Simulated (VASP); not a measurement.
Given:

```
GaAs2B
1.0
    0.00000     2.60490     2.60490
    2.60490     0.00000     2.60490
   10.53547    10.53547    -0.11587
Ga As B
2 4 2
Direct
  0.02044   0.02044   0.98467
  0.98341   0.98341   0.26244
  0.24602   0.24602   0.06549
  0.20954   0.20954   0.34284
  0.24784   0.24784   0.56412
  0.28627   0.28627   0.78530
  0.98426   0.98426   0.51181
  0.02223   0.02223   0.73333
```

Calculation: PBEsol GGA, VASP's PBE PAW potentials (set 64) (plane waves; VASP). Run with 520 eV cut-off, 8×8×2 Γ-centred mesh, tetrahedra with Blöchl corrections, potentials Ga_d As B.

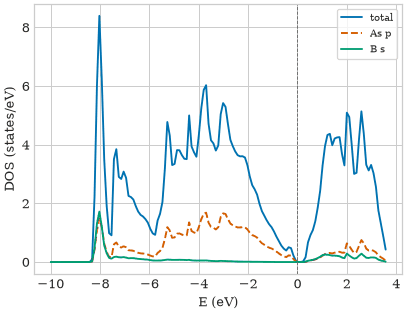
Total and projected density of states, zero at the valence-band maximum

Within 2 eV below the valence-band maximum the largest weight inside VASP's projection spheres is As p, then Ga p.

The gap is indirect, 0.12 eV, from the valence maximum at Γ to the conduction minimum at T.

The structure was generated: Ga2As4B2 was put into an ordered model structure (R3m), which need not be its known phase. It was relaxed first.
